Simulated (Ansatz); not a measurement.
# Run report: SiNH6ClOF2, geometry relaxation (part 2 of 2)

Continued. System: SiNH6ClOF2. Method: RKS PBE0/6-31G* (Ansatz 0.2.0). The input holds or restrains some coordinates. Forces given for the steps count only the free coordinates. It belongs to a series of runs on one base structure; here: pulled along the bonds that form and break, towards end A.

Geometry of the input (Å):
```
Si -0.7644  0.9276  -1.0181
Cl 1.6685  1.1753  -0.5480
F  -0.3100  0.6084  -2.5095
F  -2.3426  0.6389  -1.2587
H  -0.8725  2.1916  -0.3541
H  0.4302  -0.9303  0.9336
N  -0.5956  -0.8788  0.0747
H  1.8966  0.0260  0.7533
O  1.5044  -0.8173  1.6173
H  -1.4810  -1.0516  0.5297
H  -0.4360  -1.6084  -0.6073
H  1.3024  -0.2813  2.3871
```

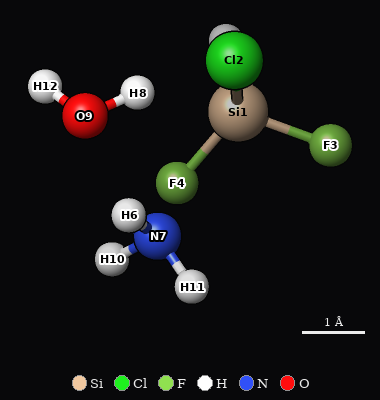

The geometry at step 10 of the log (ball-and-stick view, seen at a tilt; atoms are numbered from 1 in the order of the input).

Trajectory as extended XYZ, continued
```
12
Properties=species:S:1:pos:R:3:forces:R:3 step=3 energy=-29453.62339
Si   -0.7002    1.1945   -1.1826   -0.3850  -3.7226   0.8106
Cl    1.4716    1.3559   -0.7881   -0.3770  -0.1213   0.4125
F    -0.3020    0.6169   -2.5815   -0.2527   0.0304  -1.7914
F    -2.2910    0.6511   -1.2441    1.7066   0.5978   0.3036
H    -0.8808    2.2692   -0.3382   -0.6711   2.1751   0.8551
H     0.1419   -1.0102    0.7833    4.7826   0.2202   4.0059
N    -0.5788   -1.1375    0.2327   -4.4223   1.3782  -5.2035
H     1.9598   -0.1873    1.0344    0.4983   1.5674  -1.5806
O     1.8245   -0.7704    1.7490   -0.8540  -1.1671   2.1343
H    -1.5155   -1.0791    0.5485   -0.6574  -0.2706   0.5047
H    -0.4400   -1.6458   -0.6190    0.0752  -0.4849  -0.0157
H     1.3104   -0.2572    2.4055    0.5568  -0.2026  -0.4354
12
Properties=species:S:1:pos:R:3:forces:R:3 step=4 energy=-29453.58794
Si   -0.6793    1.2810   -1.2595   -0.8470  -2.7094   1.0680
Cl    1.4211    1.4098   -0.8368   -0.1037  -0.2406   0.4253
F    -0.3280    0.6497   -2.6590   -0.2654   0.2795  -1.4174
F    -2.2402    0.6740   -1.2335    1.6080   0.5871   0.1864
H    -0.9076    2.3482   -0.3495   -0.5234   1.4185   0.1035
H     0.1102   -1.0608    0.8183    1.8227  -0.0041   1.5795
N    -0.6432   -1.2711    0.2536   -1.1274   0.9059  -2.1121
H     2.0115   -0.2216    1.0807    0.3403   0.8656  -1.2298
O     1.9829   -0.7473    1.8637   -1.3020  -0.0973   1.7259
H    -1.5793   -1.1120    0.5446   -0.4872  -0.1147   0.1528
H    -0.4663   -1.6910   -0.6388   -0.1117  -0.3051   0.0094
H     1.3183   -0.2588    2.4162    0.9968  -0.5855  -0.4914
12
Properties=species:S:1:pos:R:3:forces:R:3 step=5 energy=-29453.96645
Si   -0.6494    1.3121   -1.2937   -0.8945  -1.4218   0.6850
Cl    1.4225    1.4003   -0.8241   -0.4022  -0.4373   0.2151
F    -0.4081    0.7784   -2.7810    0.0132   0.7073  -0.2952
F    -2.1690    0.6846   -1.1899    1.0532   0.0216   0.2555
H    -0.9816    2.4632   -0.4415    0.0596   0.6209  -0.5725
H     0.0986   -1.1675    0.8643    0.1489  -0.3722   0.2772
N    -0.6766   -1.3524    0.2547    0.3453   1.1344  -0.5764
H     2.0669   -0.2482    1.1092    0.1948   0.1184  -0.0682
O     2.0285   -0.7374    1.9426   -0.9728   0.4210   0.3860
H    -1.6154   -1.1428    0.5288   -0.1289  -0.1342  -0.0024
H    -0.4943   -1.7741   -0.6366   -0.1431  -0.2419   0.0551
H     1.3778   -0.2161    2.4671    0.7265  -0.4163  -0.3591
12
Properties=species:S:1:pos:R:3:forces:R:3 step=6 energy=-29454.50706
Si   -0.6418    1.3948   -1.3266   -0.5735  -1.7238   0.5509
Cl    1.4202    1.3822   -0.8153   -0.7187  -0.3048   0.1455
F    -0.4448    0.9535   -2.8550   -0.0084   0.8628  -0.0369
F    -2.0609    0.6108   -1.1152    0.8407   0.4444   0.1160
H    -1.0110    2.6091   -0.5750    0.1189   0.4324  -0.6777
H     0.0625   -1.3379    0.9133   -0.9172  -0.3285  -0.6086
N    -0.6965   -1.2923    0.2039    1.3110   0.5976  -0.3635
H     2.1390   -0.1995    1.1471   -0.0328  -0.2847   0.3519
O     1.9939   -0.7541    1.9397   -0.6391   0.7476   0.0292
H    -1.6482   -1.2466    0.5560    0.4184  -0.3625  -0.0665
H    -0.5526   -1.9475   -0.5800   -0.3396   0.3877   0.9815
H     1.4403   -0.1723    2.5073    0.5403  -0.4682  -0.4217
12
Properties=species:S:1:pos:R:3:forces:R:3 step=7 energy=-29454.87748
Si   -0.6689    1.4184   -1.3557    0.0100  -0.5831   0.0402
Cl    1.3638    1.3221   -0.7794   -0.7943  -0.2812  -0.0117
F    -0.5054    1.1226   -2.9307    0.0185   0.6231   0.4470
F    -2.0494    0.6259   -1.1140    0.4774  -0.0010   0.2347
H    -1.0178    2.7105   -0.7099    0.1359   0.0384  -0.6045
H     0.0485   -1.5141    0.9704   -0.9951   0.4362  -1.0368
N    -0.6386   -1.2644    0.2052    1.2033  -0.6393   0.2303
H     2.1812   -0.2320    1.1767   -0.1563  -0.2865   0.3184
O     1.9665   -0.7677    1.9647   -0.4109   0.7067   0.1437
H    -1.5928   -1.2795    0.5671    0.3058  -0.1841  -0.0591
H    -0.5513   -2.0061   -0.5193   -0.2434   0.6782   0.7585
H     1.4642   -0.1357    2.5250    0.4491  -0.5075  -0.4607
12
Properties=species:S:1:pos:R:3:forces:R:3 step=8 energy=-29455.13893
Si   -0.7267    1.4388   -1.3952    0.6289  -0.2553   0.0436
Cl    1.2612    1.1775   -0.7397   -0.8477   0.0648  -0.2130
F    -0.5813    1.2540   -2.9789    0.0259   0.2938   0.2429
F    -2.0433    0.5937   -1.0898    0.1441  -0.0553   0.1944
H    -1.0468    2.7811   -0.8734    0.0606   0.0247  -0.2816
H     0.1006   -1.4855    0.9514   -0.4757   0.2231  -0.5412
N    -0.5697   -1.2358    0.1994    0.4994  -0.3451   0.1770
H     2.1629   -0.3185    1.2267   -0.1001  -0.1779   0.2303
O     1.9811   -0.8156    2.0435   -0.2597   0.4024   0.0290
H    -1.5148   -1.2432    0.5772    0.1554  -0.1591  -0.0043
H    -0.5176   -1.9767   -0.5097   -0.0912   0.2796   0.3885
H     1.4945   -0.1696    2.5884    0.2599  -0.2958  -0.2656
12
Properties=species:S:1:pos:R:3:forces:R:3 step=9 energy=-29455.21762
Si   -0.7356    1.4544   -1.4102    0.5986   0.1809   0.4658
Cl    1.2219    1.1374   -0.7207   -0.7360   0.1764  -0.3274
F    -0.6675    1.2790   -2.9898    0.0061  -0.1607   0.0035
F    -1.9966    0.6300   -0.8987    0.0734   0.1624  -0.1568
H    -0.9981    2.8571   -1.0446   -0.0015  -0.0257  -0.0644
H     0.1765   -1.4802    0.8549   -0.0029  -0.0274   0.0223
N    -0.5297   -1.2440    0.1582   -0.0809  -0.2140   0.0835
H     2.0505   -0.3938    1.2495    0.0145  -0.0698   0.1548
O     1.9386   -0.8133    2.1177   -0.0554   0.0384  -0.2245
H    -1.4405   -1.3272    0.6078    0.1377   0.0113  -0.0318
H    -0.5077   -1.9696   -0.5537    0.0522  -0.0676   0.0517
H     1.4880   -0.1296    2.6295   -0.0058  -0.0043   0.0234
12
Properties=species:S:1:pos:R:3:forces:R:3 step=10 energy=-29455.27166
Si   -0.7495    1.4994   -1.3564    0.5867  -0.0317  -0.3076
Cl    1.2028    1.1963   -0.6487   -0.8094   0.3319  -0.1292
F    -0.6579    1.1251   -2.9127   -0.1349  -0.0042   0.4355
F    -2.0147    0.7440   -0.7449    0.2309   0.3810  -0.0309
H    -1.0104    2.9620   -1.2119    0.0950  -0.4167   0.0484
H     0.1775   -1.4517    0.7766    0.1219   0.0023   0.0121
N    -0.5235   -1.2957    0.0526   -0.2869  -0.5547  -0.0957
H     2.1108   -0.3401    1.2866   -0.0969  -0.3504   0.4596
O     1.9099   -0.8364    2.1066    0.0365   0.3526  -0.5330
H    -1.4272   -1.3112    0.5308    0.1921   0.0306  -0.1484
H    -0.5227   -2.1321   -0.5438    0.0683   0.3144   0.2612
H     1.5049   -0.1595    2.6652   -0.0032  -0.0552   0.0279
12
Properties=species:S:1:pos:R:3:forces:R:3 step=11 energy=-29455.35886
Si   -0.7501    1.5007   -1.3339    0.6169   0.1474  -0.1629
Cl    1.1975    1.2780   -0.5835   -0.7912   0.1888  -0.1535
F    -0.7196    0.9620   -2.8409   -0.0547   0.0866   0.4306
F    -2.0193    0.8759   -0.6004    0.2325   0.1538   0.0830
H    -0.9525    2.9838   -1.2975    0.0395  -0.4973  -0.0824
H     0.1961   -1.4362    0.7057    0.1257  -0.0047   0.0247
N    -0.5033   -1.3348   -0.0288   -0.3899  -0.4219  -0.1800
H     2.0954   -0.3255    1.3010   -0.0815  -0.3239   0.3931
O     1.8749   -0.8334    2.1070    0.0315   0.3410  -0.4815
H    -1.4064   -1.3004    0.4508    0.2143  -0.0135  -0.1711
H    -0.5087   -2.2145   -0.5621    0.0673   0.4108   0.2748
H     1.4960   -0.1555    2.6826   -0.0105  -0.0672   0.0251
12
Properties=species:S:1:pos:R:3:forces:R:3 step=12 energy=-29455.43936
Si   -0.7353    1.5115   -1.3116    0.3473  -0.0090   0.2657
Cl    1.2012    1.3597   -0.5023   -0.8729   0.1739  -0.2814
F    -0.7561    0.8152   -2.7472    0.0228   0.1270   0.3121
F    -1.9648    0.9707   -0.4388    0.4240   0.2760  -0.1147
H    -0.9505    2.9916   -1.4356    0.0964  -0.5637  -0.0502
H     0.1858   -1.4150    0.6532    0.1632   0.0065   0.0973
N    -0.5088   -1.3488   -0.0877   -0.3185  -0.1830  -0.1482
H     2.1037   -0.3225    1.3112   -0.0040  -0.0877   0.0507
O     1.8463   -0.8364    2.0911   -0.0328   0.0646  -0.1337
H    -1.4146   -1.3246    0.3827    0.1432   0.0116  -0.1245
H    -0.4856   -2.2365   -0.5948    0.0567   0.2168   0.1074
H     1.4788   -0.1647    2.6797   -0.0253  -0.0330   0.0194
12
Properties=species:S:1:pos:R:3:forces:R:3 step=13 energy=-29455.51609
Si   -0.7409    1.5241   -1.2815    0.7357  -0.3693   0.2448
Cl    1.1577    1.4883   -0.3768   -0.8161   0.0853  -0.3336
F    -0.7438    0.6619   -2.6193    0.0033   0.1731   0.1947
F    -1.9326    1.0842   -0.3207    0.1394   0.1124   0.0207
H    -0.9449    2.9492   -1.5992   -0.0232  -0.0960  -0.0584
H     0.1734   -1.3627    0.6202    0.0591  -0.0350   0.0666
N    -0.5111   -1.3606   -0.1352   -0.0846   0.1670  -0.0456
H     2.1131   -0.3094    1.2912   -0.0053  -0.0215   0.0348
O     1.8657   -0.8622    2.0460   -0.0806  -0.0148  -0.0692
H    -1.4278   -1.3017    0.3015    0.0430  -0.0606  -0.0104
H    -0.4599   -2.2730   -0.5820    0.0165   0.0653  -0.0154
H     1.4510   -0.2380    2.6557    0.0128  -0.0057  -0.0288
12
Properties=species:S:1:pos:R:3:forces:R:3 step=14 energy=-29455.52470
Si   -0.7329    1.5249   -1.2737    0.7234  -0.3512   0.2796
Cl    1.1689    1.5024   -0.3767   -0.8080   0.0696  -0.3386
F    -0.7472    0.6504   -2.6016    0.0115   0.1358   0.1513
F    -1.9099    1.0952   -0.2913    0.1143   0.1147   0.0178
H    -0.9453    2.9429   -1.6133   -0.0170  -0.0735  -0.0439
H     0.1667   -1.3725    0.6182    0.0580  -0.0271   0.0755
N    -0.5162   -1.3651   -0.1384   -0.0624   0.1765  -0.0512
H     2.1073   -0.3069    1.2871   -0.0091  -0.0226   0.0359
O     1.8540   -0.8552    2.0432   -0.0723  -0.0191  -0.0731
H    -1.4345   -1.3213    0.2962    0.0393  -0.0534  -0.0078
H    -0.4551   -2.2693   -0.5997    0.0147   0.0544  -0.0193
H     1.4442   -0.2254    2.6502    0.0075  -0.0040  -0.0262
12
Properties=species:S:1:pos:R:3:forces:R:3 step=15 energy=-29455.53579
Si   -0.7266    1.5357   -1.2602    0.6142  -0.3263   0.5290
Cl    1.1726    1.5697   -0.3562   -0.7810   0.0389  -0.4309
F    -0.7874    0.5532   -2.5132    0.0094   0.1700   0.2656
F    -1.8606    1.2217   -0.1779    0.2212   0.0995  -0.2910
H    -0.9298    2.9165   -1.7464   -0.0137  -0.1500   0.0276
H     0.1314   -1.4697    0.7051   -0.0785   0.0240  -0.3575
N    -0.4984   -1.3427   -0.0990   -0.0902  -0.4218  -0.0933
H     2.0590   -0.3180    1.2538   -0.0379  -0.0878   0.1094
O     1.8659   -0.8570    2.0370   -0.1400   0.1231  -0.0746
H    -1.4492   -1.4154    0.2751    0.2846  -0.0285  -0.1816
H    -0.3680   -2.1529   -0.7324   -0.0702   0.6451   0.5840
H     1.3910   -0.2411    2.6144    0.0820  -0.0862  -0.0866
12
Properties=species:S:1:pos:R:3:forces:R:3 step=16 energy=-29455.56399
Si   -0.7162    1.5437   -1.2514    0.7582  -0.3582   0.3279
Cl    1.2384    1.5909   -0.4802   -0.8068  -0.0084  -0.3149
F    -0.8792    0.4626   -2.4034    0.0575   0.0648  -0.0102
F    -1.7969    1.3386   -0.1081   -0.0101   0.0785   0.0682
H    -0.9236    2.8711   -1.8481    0.0046   0.0235   0.0106
H     0.1675   -1.5052    0.6648    0.0026   0.0044   0.0400
N    -0.5086   -1.3304   -0.0778    0.0841   0.3040  -0.1023
H     1.9262   -0.2155    1.3041   -0.0137  -0.0300   0.0725
O     1.8578   -0.8564    2.0280   -0.0905  -0.0035  -0.0891
H    -1.4336   -1.5414    0.2835    0.0244  -0.0586   0.0055
H    -0.3170   -1.9859   -0.8297   -0.0331  -0.0169   0.0483
H     1.3854   -0.3721    2.7182    0.0228   0.0002  -0.0565
```

Summary

| quantity | value |
| --- | --- |
| outcome | converged under the restraints of the input |
| total energy | −29455.5640 eV |
| mean-field energy | −29455.5640 eV |
| largest force (length of the vector) at the end, held atoms and coordinates included | 0.900 eV/Å |
| wall time | 47 s (CPU time 89 s) |
| peak memory | 0.28 GiB |
